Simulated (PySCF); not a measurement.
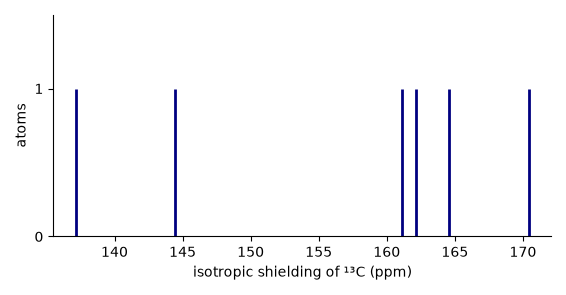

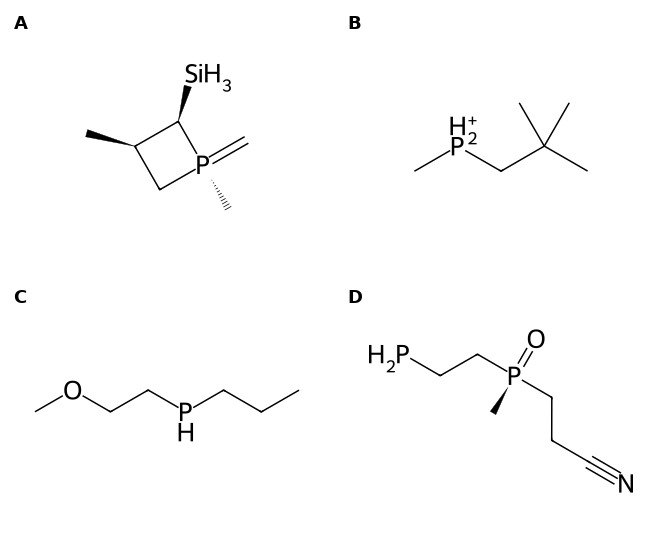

The sticks are computed shieldings of one of the molecules, for one fixed geometry (GFN2-xTB) without averaging over rotations. Low shielding means a high chemical shift. Method: GIAO PBE0/pcSseg-1 NMR shielding, non-relativistic, gas phase (PySCF 2.14.0).

Match the spectrum to a structure.

A, `C=[P@@]1(C)C[C@@H](C)[C@H]1[SiH3]`. Its 6 C atoms give lines at 137.2, 144.5, 161.1, 162.1, 164.6, 170.4 ppm.

The geometry is semi-empirical. Around P, Si such bond lengths and angles can be off by a tenth of an ångström or more and by several degrees, and values that hang on the shape move with them.
